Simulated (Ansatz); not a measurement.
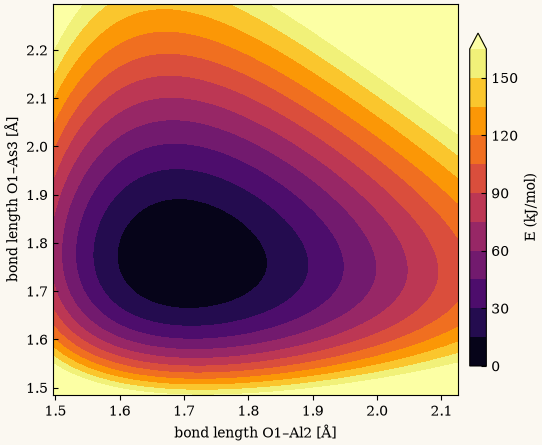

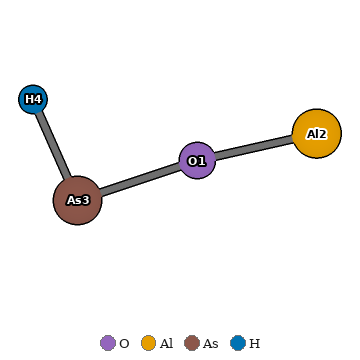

Energy landscape of AlAsHO, spin multiplicity 2. The first coordinate is: bond length O1–Al2; the second: bond length O1–As3. Nothing is relaxed (all other coordinates rigid). The grid has 15 × 15 points. Energies: kJ/mol, counted from the relaxed molecule at the same level. These are results of Ansatz 0.2.0, UKS SPW92 (LDA)/def2-TZVP, not measurements.

In the figure: filled contours, one colour for all values above the top of the scale. Between grid points the surface is interpolated. The second picture is the structure at the lowest point.

Question: Summarise what can be read from the map.

Answer: The lowest grid point is at bond length O1–Al2 = 1.720 Å, bond length O1–As3 = 1.774 Å, 0.5 kJ/mol from the relaxed molecule at the same level. It is the only kind of minimum in the scanned range. The highest grid point, bond length O1–Al2 = 2.125 Å, bond length O1–As3 = 2.296 Å, lies 265 kJ/mol above the lowest. Round the minimum the two coordinates are weakly coupled (coupling 0.07 in units of the two stiffnesses).

The input of one point:

```yaml
crystal:
  periodic: [false, false, false]
  atoms:
    - { symbol: O, position_ang: [0.346834, 0.042399, 0.491788] }
    - { symbol: Al, position_ang: [0.714027, -0.385526, 2.116734] }
    - { symbol: As, position_ang: [0.112183, 0.588182, -1.179779] }
    - { symbol: H, position_ang: [-1.170794, -0.24526, -1.424373] }
magnetization:
  spin_polarized: true
  initial_magnetization: 1
basis:
  gaussian: { orbitals: def2-TZVP }
hamiltonian:
  xc: lda
output:
  forces: true
```

Each point was launched as `ansatz run input.yaml --threads 1 --pin off --max-ram 2560MiB --backend cpu --events-out ev --progress --plain --runs-dir out`. Time for the 225 points that were run: 19 min on 1 thread of Arm Neoverse N1, on a shared host.
